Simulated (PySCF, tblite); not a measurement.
# C4H2FO radical: geometry, infrared bands and EPR parameters

Wanted: the infrared bands and EPR parameters of C4H2FO radical (`[CH2]c1c(F)c1=O`), by calculation.

The runs use tblite 0.8.0 and PySCF 2.14.0, with density-fitted response routines of our own; the level of theory stands in each step. All values are computed, except where a source is named. Atoms count from 0, in the outputs and in this text.

## 1. The starting structure

8 atoms, charge 0, multiplicity 2; geometry from: force field or distance geometry start.

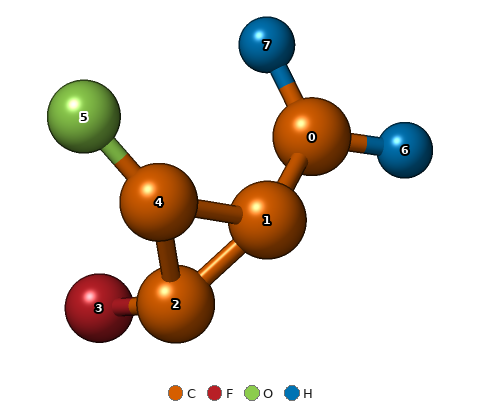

The starting geometry (carbon orange, fluorine red, oxygen green, hydrogen blue), atoms numbered.

## 2. Relaxing the molecule with GFN2-xTB

What the job is given:

```
{"job": {"kind": "relax", "xc": "GFN2-xTB", "basis": "xTB"}, "charge": 0, "multiplicity": 2}
C      1.238000    -0.226000    -0.188400
C      0.128900    -0.035500     0.701400
C     -1.057500    -0.604300     0.625500
F     -1.422300    -1.324100    -0.459500
C     -1.010900     0.854100     0.525700
O     -1.297400     1.653800    -0.335700
H      2.117600    -0.730000     0.163500
H      1.312700     0.421300    -1.057100
```

Run with:

```console
OMP_NUM_THREADS=1 python probes_run.py task.json out
```

This one command runs all jobs of the session in turn.

**Question.** This job is followed by: GFN2-xTB harmonic vibrations, gas phase; UKS B3LYP, pcH-1 on C F H O, non-relativistic, mean-field spin-orbit, GIAO. What will the session give for the following? strongest single infrared mode (GFN2-xTB); zero-point energy (GFN2-xTB); g(iso) (B3LYP); ⟨S²⟩; largest a(iso) (averaged by class); potential on the surface of density 0.002 e/bohr³, 1st and 99th percentile.

As calculated:

```
                                                                  quantity                  value
                                 strongest single infrared mode (GFN2-xTB)  2043 cm⁻¹, 492 km/mol
                                              zero-point energy (GFN2-xTB)          27.9 kcal/mol
                                                            g(iso) (B3LYP)                2.00394
                                                                      ⟨S²⟩     0.768 (exact 0.75)
                                        largest a(iso) (averaged by class)    19F on F3, 95.5 MHz
potential on the surface of density 0.002 e/bohr³, 1st and 99th percentile     -1.53 V and 1.41 V
```

What this shows: The optimisation took 38 steps and gained 2.587 eV; among the close pairs (by a distance rule), C0–C1 changed most, from 1.435 to 1.340 Å. No mode is imaginary among the 18: a minimum at this level. The strongest single mode, at 2043 cm⁻¹, moves mainly C4. Unscaled tight-binding wavenumbers are off by several per cent, some by more. Its intensities can rank the bands wrongly. The largest share of the spin, 0.68 e, sits on C0. The isotropic g lies 1.6 ppt above the free-electron value. The conformer search found further structures of the same energy, which may be mirror or relabelled copies of this one.
